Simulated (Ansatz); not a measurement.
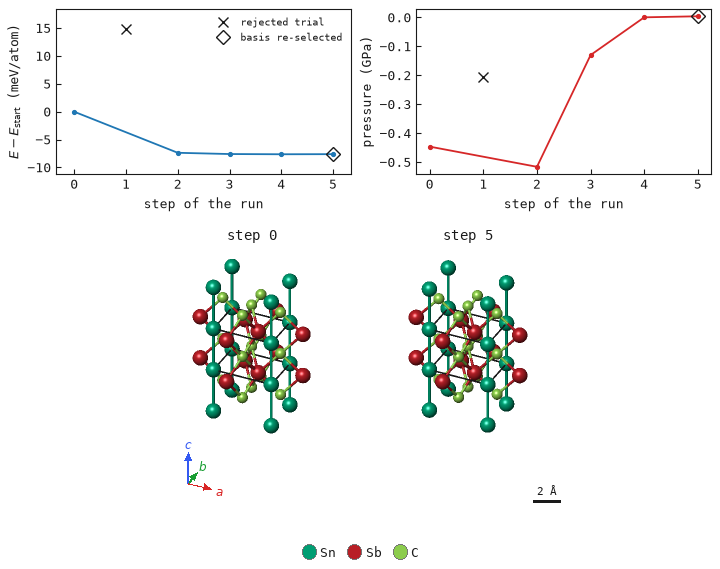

First and last geometry of a relaxation of a crystal of SnSb$_{2}$C$_{3}$ (a generated structure, set up in P6/mmm), with the history of the run. Style: ball-and-stick. Shown: the cell of the calculation, slightly off an axis.

These are results of DFT PBE, scalar-relativistic, plane waves, PAW in Ansatz, not measurements. Set-up: plane-wave cutoff 420 eV; k-point mesh 6 × 6 × 12; occupations gaussian; smearing width 0.1 eV; no spin polarisation; cell and atoms relaxed; force threshold 0.01 eV/Å; at most 80 steps.

Q: What do the curves and the structures tell?

A: It converged. The atoms keep their places relative to the cell (all moves are under 0.005 Å). Cell: a = b 5.973 → 6.025 Å (+0.9 %), c 3.203 → 3.139 Å (−2.0 %). Volume −0.3 %. Near-neighbour distances that change, for instance: Sn–Sn 3.203 → 3.139 Å, C–Sb 2.353 → 2.343 Å. The space group stays P6/mmm (No. 191). After 3 accepted moves (5 points after the start) the energy has fallen by 7.6 meV per atom. All forces vanish by symmetry, so only the cell relaxes. The pressure goes from −0.45 to 0.00 GPa. The line search rejected the trial step at point 1 of the run. At 1 point the geometry stayed and the basis and grid were re-selected for the new cell (energy shift of less than 0.05 meV per atom at most each time). Cost: 53 s on 1 thread of Arm Neoverse V2, with other jobs on the host, peak memory 0.45 GiB.
